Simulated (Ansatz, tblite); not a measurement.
# The cluster Zr₂Se₄: rung by rung

Aim: run the singlet of the cluster Zr₂Se₄ at one geometry on many levels, and compare frontier levels, spin and run time.

Computed with Ansatz 0.2.0, Gaussian basis. Level: as each input shows.

The runs, in order: GFN1-xTB, GFN2-xTB, PBE-D4/def2-TZVP, r2SCAN-D4/def2-TZVP, BLYP-D4/def2-TZVP, revPBE-D4/def2-TZVP, PBE-D4/def2-SVP, PBE0-D4/def2-SVP, PBE0-D4/def2-TZVPD, PBE-D4/def2-TZVPD, r2SCAN-D4/def2-TZVPD, MP2/def2-TZVP, RPA/def2-TZVP.

2 further runs of the same task are left out: 2 set aside as unsound or not needed.

## (1) The relaxed structure

The geometry is that of the singlet, from an earlier relaxation (PBE-D4/def2-SVP). At that level it is the lowest of the isomers that a small search found.

6 atoms, charge 0, spin multiplicity 1.

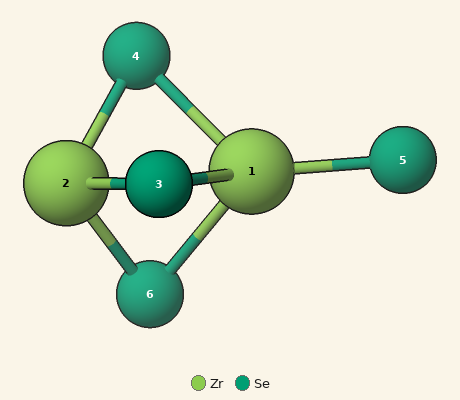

The geometry (zirconium green, selenium teal); atoms are numbered from 1 in the order of the file.

Coordinates:

| atom | x (Å) | y (Å) | z (Å) |
| --- | --- | --- | --- |
| Zr1 | 0.84174 | 0.03387 | -0.30395 |
| Zr2 | -1.87752 | -0.06923 | 0.69635 |
| Se3 | -1.25590 | 1.45625 | -1.19128 |
| Se4 | -0.77280 | -2.11083 | -0.24599 |
| Se5 | 3.04963 | 0.10712 | -1.15491 |
| Se6 | 0.01486 | 0.58281 | 2.19979 |

Zr takes a core potential in the def2 sets. No spin-orbit coupling is included.

PBE0-D4/def2-TZVP was run before; its log isn't repeated, and its numbers join the tables.

## (2) GFN1-xTB

Tight binding, by tblite at 300 K electronic temperature and without a spin-polarisation term:

```python
tblite.interface.Calculator('GFN1-xTB', numbers, positions, charge=0, uhf=0).singlepoint()
```

Energy -441.2709 eV, HOMO -9.70 eV, LUMO -9.04 eV; 0.01 s.

## (3) GFN2-xTB

Tight binding, by tblite at 300 K electronic temperature and without a spin-polarisation term:

```python
tblite.interface.Calculator('GFN2-xTB', numbers, positions, charge=0, uhf=0).singlepoint()
```

Energy -436.3519 eV, HOMO -11.37 eV, LUMO -10.24 eV; 0.012 s.

## (4) PBE-D4/def2-TZVP

start.molden holds the orbitals of an earlier run on this state, given as this run's starting guess.

Contents of in.yaml:

```yaml
crystal:
  periodic: [false, false, false]
  atoms:
    - {symbol: Zr, position_ang: [0.841740, 0.033869, -0.303950]}
    - {symbol: Zr, position_ang: [-1.877520, -0.069231, 0.696348]}
    - {symbol: Se, position_ang: [-1.255901, 1.456245, -1.191275]}
    - {symbol: Se, position_ang: [-0.772801, -2.110826, -0.245990]}
    - {symbol: Se, position_ang: [3.049634, 0.107121, -1.154912]}
    - {symbol: Se, position_ang: [0.014857, 0.582812, 2.199788]}
basis:
  gaussian: {orbitals: def2-TZVP, initial_orbitals: start.molden}
hamiltonian: {xc: pbe, dispersion: d4}
scf: {omitted_lower_state_checks: [starts]}
output: {orbitals: {seedname: orbitals}}
```

The run is started by

```sh
ansatz run in.yaml --threads 4 --pin off --events-out ev --progress --plain --max-ram 8704MiB
```

After this run come: r2SCAN-D4/def2-TZVP; BLYP-D4/def2-TZVP; revPBE-D4/def2-TZVP; PBE-D4/def2-SVP; PBE0-D4/def2-SVP; PBE0-D4/def2-TZVPD; PBE-D4/def2-TZVPD; r2SCAN-D4/def2-TZVPD; MP2/def2-TZVP; RPA/def2-TZVP.

**Question.** What will the summary of the whole plan be? Wanted: gap in def2-TZVP, named functionals, smallest and largest; correlation energy, MP2/def2-TZVP; binding an atom, functionals in def2-TZVP; PBE0 total energy, smallest basis above largest.

As calculated:

| quantity | value |
| --- | --- |
| gap in def2-TZVP, named functionals, smallest and largest | 0.75 eV (BLYP-D4), 2.28 eV (PBE0-D4) |
| correlation energy, MP2/def2-TZVP | -46.80 eV |
| binding an atom, functionals in def2-TZVP | 4.07 (BLYP-D4) to 4.09 eV (PBE0-D4) |
| PBE0 total energy, smallest basis above largest | 32.58 eV (def2-SVP, def2-TZVPD) |

In words: Over the named functionals in def2-TZVP the gap runs from 0.75 eV (BLYP-D4) to 2.28 eV (PBE0-D4); exact exchange widens it.
